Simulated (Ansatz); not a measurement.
**InCl3F: nudged elastic band (part 2 of 2)**

The same run, continued: InCl3F, multiplicity 2; UHF/def2-SVP (Ansatz 0.2.0). The run did not end well. It belongs to a series of runs on one base structure; here: band between the two ends.

Geometry of the input (Å):
```
In -0.0005  -0.0000  -0.2004
Cl -0.0016  -0.0001  2.1254
Cl 2.0148  0.0000  -1.3580
Cl -2.0145  0.0000  -1.3600
F  0.0018  0.0000  5.5330
```

## What the program printed, continued
```
NEB iter  59: max|band force component| = 2.912e0 eV/Å  barrier→ = 2.6218 eV  barrier← = -0.0348 eV  CI = image 5  Δτ_max = 0.1984 Å  (385 SCF iters)
the calculation of the forces begins
reference -45351.24296880 eV, -1666.6274389270 hartree; 41, 40 occupied and 53, 54 virtual orbitals, 1005 factors
these checks for a lower state are left out or cut short: starts, cluster_reference, orbital_swaps, neighbouring_geometries, increment
1005 factors; integrals over basis functions are off by at most 8.8e-4 eV
mean field -45351.19426068 eV, -1666.6256489366 hartree, gradient 1.1e-5 eV, S^2 0.759864; 0 other end points of the search recorded, 0 dependent functions left out
the calculation of the forces begins
reference -45351.19426068 eV, -1666.6256489366 hartree; 41, 40 occupied and 53, 54 virtual orbitals, 1005 factors
NEB iter  60: max|band force component| = 1.936e0 eV/Å  barrier→ = 2.6224 eV  barrier← = -0.0341 eV  CI = image 5  Δτ_max = 0.1988 Å  (394 SCF iters)
```

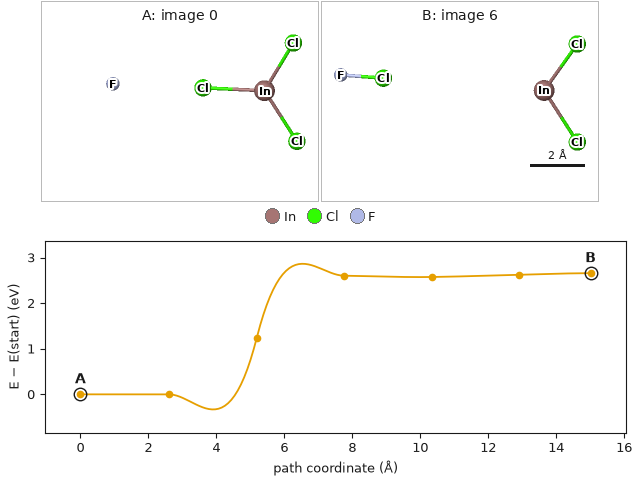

**Figure 1.** Images of the last band (counted from 0; ball-and-stick, seen at a tilt) above the energy along the path; the line is a cubic interpolation that uses the forces. No image lies above both ends; the end is 2.657 eV above the start. A local maximum stands at image 3, 2.602 eV from the start. The path is 15.02 Å long. The band had not converged after 60 iterations.

```
Unfinished report: {"positions_ang":[[0.25278203280851763,-0.00023137049867576383,-1.047428937908707],[-0.9790032253183926,-0.00023020398567327142,5.542567700571714],[2.1163469234270136,-0.00006756785181320677,-2.517447495890882],[-1.8753719258287973,0.0001988278199837764,-2.100898998038769],[0.48524619491165777,0.0003293145161784656,4.863207731266647]],"unchecked":["starts","cluster_reference","orbital_swaps","neighbouring_geometries","increment"],"mean_field":{"relativity":"none","state":{"energy":{"ev":-45351.194260684206,"hartree":-1666.6256489365994},"converged":true,"gradient_ev":0.00001116763553764432,"stability":{"kind":"minimum","curvature_ev":4.581927055536824},"curvature_floor_ev":0.00030000000000000003,"spin_squared":0.7598643366164808},"others":[],"fillings":{"estimated":0,"unestimated":0,"tried":0,"untried":0,"excluded_magnetic_sites":0},"n_dropped_functions":0,"n_trapped_functions":0,"passes":{"evaluations":3,"products":48},"factors":{"origin":"Cholesky decomposition","count":1005,"bound_ev":0.0008837330743817734},"gradient_stop_ev":0.00009,"reference_kind":"stationary","symmetry":{"irreps":["A"],"axes":[[0.9997592752937867,-0.00007620540812715124,-0.021940502655538815],[0.00007543750950401208,0.999999996512811,-0.00003582680132949835],[0.021940505309224156,0.00003416304005567374,0.9997592775561837]],"occupied":[{"A":41},{"A":40}]},"held":{"pivots":1004,"left_out":0,"joined":1},"density_repulsion":{"missed_ev":0.00002775186188183876,"excess_ev":0.0,"most_excess_ev":0.0002187,"are_drawn_again":false,"n_first_factors":1005,"energy_change_ev":0.0,"n_dropped_ends":0}},"factors":{"origin":"Cholesky decomposition","count":1005,"bound_ev":0.0008837330743817734},"n_frozen":0,"n_occupied":[41,40],"n_virtual":[53,54],"reference":{"ev":-45351.194260684206,"hartree":-1666.6256489365994},"total":{"ev":-45351.194260684206,"hartree":-1666.6256489365994},"forces_ev_per_angstrom":[[0.0028599455100810356,1.6334398837962745e-6,0.0025079032367808724],[-0.019733849260752116,-5.998436208522189e-6,0.014508516914196488],[0.0025562047954245304,-2.394196934228813e-7,-0.000011326583352683788],[-0.002500784423394236,-2.8559410261050234e-7,0.004198462812862062],[0.01681848338451346,4.890010099572352e-6,-0.021203556387026257]],"charge_distribution":{"dipole_moment_e_ang":[-0.1989930810647174,-0.0002694225808493645,0.8451214344296554],"mulliken_charges_e":[0.7913087178919476,0.34181704682793423,-0.39497733645630007,-0.3964961356505263,-0.3416522926130643],"lowdin_charges_e":[0.023602192713084946,0.25063357546074627,-0.010990307210729355,-0.012861949552135599,-0.25038351141099646]},"n_threads":2,"memory_gib":2.556818182580173,"seconds":{"hamiltonian":1.469223446,"orbitals":0.0,"second_order":0.0,"solver_start":0.0,"cycles":0.0,"cycle":0.0,"perturbative":0.0,"full_ci_increment":0.0,"forces":0.0}}
this run last wrote the band of iteration 60 to [file]
Error: NEB band did not converge after 60 iterations: max|band force component| = 1.94e0 eV/Å (threshold 3.0e-2); raise `neb.max_iterations` in a new run, which can start from the last band evaluated (`neb.initial_path`, with `crystal.atoms` and `neb.final_atoms` set to its first and last images), add images, or start from endpoints closer to local minima. Where this run's directory can be resumed (`checkpoint.write`), a resume goes on for up to `neb.max_iterations` more; to start a new run from the last band, take its images' positions from the `neb_iteration` event of iteration 60 (`data.images[].positions_ang`), in the event stream of the run that computed that iteration (not this run's, if it was resumed behind it). With `checkpoint.write`, `steps/00-neb/state/checkpoint.json` in the run directory holds the last saved band, under `neb.evaluated.images[].positions_ang` (a band under a hybrid functional on support functions is neither saved nor resumed: `neb.initial_path` says where its path is): check the last entry of `neb.iterations` there, which is earlier than 60 if that iteration was not saved or its write failed. If the band's step has no `state` directory and holds `state.next`, a write was cut short, and the file is under `state.next` instead (behind a loss of power it can be under `state.prev`)
this run wrote the band of iteration 60 to [file] as well, whether or not its events were kept: a new run's `neb.initial_path` can list its `images[].positions_ang`
a run's events are kept only if it was started with --events-out <file>, and are in that file
```

## The last band as extended XYZ (Å, eV, eV/Å)
```
5
Properties=species:S:1:pos:R:3:forces:R:3 image=0 energy=-45353.81668
In   -0.0005    0.0000   -0.2004    0.0000   0.0000  -0.0001
Cl   -0.0016   -0.0001    2.1254    0.0000   0.0000  -0.0022
Cl    2.0148    0.0000   -1.3580   -0.0003   0.0000   0.0000
Cl   -2.0145    0.0000   -1.3600    0.0003   0.0000  -0.0001
F     0.0018    0.0000    5.5330    0.0000   0.0000   0.0025
5
Properties=species:S:1:pos:R:3:forces:R:3 image=1 energy=-45353.81609
In   -0.3673   -0.0086   -0.0713   -0.1153   0.0022   0.0176
Cl   -1.4517   -0.0295    1.9915    0.0394   0.0006  -0.0772
Cl    1.9518   -0.0362   -0.1682    0.0444  -0.0009   0.0004
Cl   -1.6107    0.0410   -2.0404    0.0360  -0.0019   0.0682
F     1.4779    0.0333    5.0285   -0.0045  -0.0001  -0.0089
5
Properties=species:S:1:pos:R:3:forces:R:3 image=2 energy=-45352.58489
In   -0.0819    0.0207    0.0766    0.2931   0.0617   0.0608
Cl    0.0603    0.2443    2.4090    0.1425   0.8302  -3.7361
Cl    2.1002   -0.0591   -0.7224    0.0532  -0.0463  -0.2565
Cl   -1.9016   -0.0334   -1.3618   -0.0105  -0.0135   0.1558
F    -0.1770   -0.1726    4.3386   -0.4783  -0.8321   3.7761
5
Properties=species:S:1:pos:R:3:forces:R:3 image=3 energy=-45351.21489
In   -0.3080   -0.0209   -0.1662    0.0175  -0.0027  -0.0256
Cl   -0.5673   -0.0650    4.3461    0.0160   0.0013   0.0168
Cl    2.0003   -0.0240   -0.7234   -0.0130   0.0002  -0.0048
Cl   -1.7912    0.0260   -2.0269    0.0066   0.0019   0.0102
F     0.6662    0.0839    3.3104   -0.0271  -0.0006   0.0034
5
Properties=species:S:1:pos:R:3:forces:R:3 image=4 energy=-45351.24297
In    0.7596    0.0105   -0.2854   -0.0021   0.0002   0.0084
Cl   -1.1646    0.0176    4.5306    0.0012  -0.0007  -0.0127
Cl    2.0233    0.0006   -2.3010   -0.0030  -0.0004   0.0093
Cl   -1.5970   -0.0050   -0.5912   -0.0015   0.0002   0.0050
F    -0.0214   -0.0237    3.3871    0.0055   0.0008  -0.0100
5
Properties=species:S:1:pos:R:3:forces:R:3 image=5 energy=-45351.19426
In    0.2528   -0.0002   -1.0474    0.0029   0.0000   0.0025
Cl   -0.9790   -0.0002    5.5426   -0.0197   0.0000   0.0145
Cl    2.1163   -0.0001   -2.5174    0.0026   0.0000   0.0000
Cl   -1.8754    0.0002   -2.1009   -0.0025   0.0000   0.0042
F     0.4852    0.0003    4.8632    0.0168   0.0000  -0.0212
5
Properties=species:S:1:pos:R:3:forces:R:3 image=6 energy=-45351.16016
In   -0.0002    0.0000   -1.3038    0.0000   0.0000  -0.0035
Cl    0.0012    0.0000    4.7727    0.0001   0.0000   0.0059
Cl    2.0133    0.0000   -2.5574   -0.0002   0.0000  -0.0027
Cl   -2.0137    0.0000   -2.5573    0.0002   0.0000  -0.0027
F    -0.0006    0.0000    6.3858    0.0000   0.0000   0.0030
```

## Outcome

- outcome: not converged
- barrier, forward (band not converged): 2.622 eV
- barrier, backward: −0.034 eV
- wall time: 12 min (CPU time 23 min)
- peak memory: 0.38 GiB

## What went wrong

The run did not converge: “NEB band did not converge after 60 iterations: max|band force component| = 1.94e0 eV/Å (threshold 3.0e-2); raise `neb.max_iterations` in a new run, which can start from the last band evaluated (`neb.initial_path`, with `crystal.atoms` and `neb.final_atoms` set to its first and last images), add images, or start from endpoints closer to local minima …” Its last values are not results.
